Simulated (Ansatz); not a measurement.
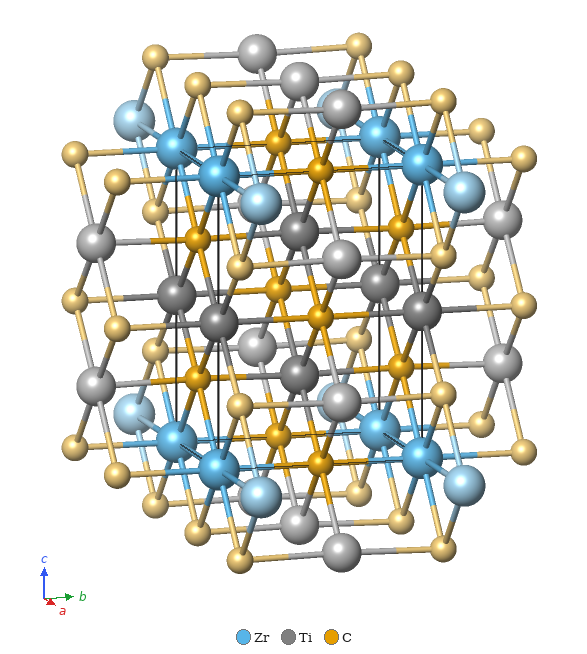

The image is a ball-and-stick drawing of a crystal, viewed slightly off an axis. The edges of the conventional unit cell are marked. Bonded atoms from the next cells complete the picture, in fainter colours.

ZrTi3C4, space group Pmmm (No. 47), a = 3.138 Å, b = 4.447 Å, c = 6.275 Å, α = 90.00°, β = 90.00°, γ = 90.00°. Origin of the cell: a structure type filled with these elements by a generator (whether the compound takes this form wasn't checked). Earlier steps of the study, as a rule a relaxation of our own, may have changed the cell and positions, so they can lie some per cent off the listed ones. It was run through Ansatz as a DFT input.

This one geometry was computed with Ansatz (DFT, plane waves, PAW) at three levels of theory: PBE, LDA and r2SCAN.

Which level gives the highest pressure at this volume, and what does that say about its equilibrium volume?

Answer. Highest: PBE (0.0 GPa), which points to the largest equilibrium volume. Lowest, with the smallest volume: LDA (-11.8 GPa). Levels within 0.5 GPa of each other can't be told apart.

How does the band gap change with the level of theory?

Answer. All levels give a metal.

Collect the results in a table.

Answer.
| level | cutoff (eV) | k-mesh of the run's cell | gap (eV) | pressure (GPa) |
| --- | --- | --- | --- | --- |
| PBE | 420 | 12×8×6 | metal | 0.0 |
| LDA | 420 | 12×8×6 | metal | -11.8 |
| r2SCAN | 500 | 12×8×6 | metal | -0.6 |

Gaps are taken on the k-mesh or band path of each run.
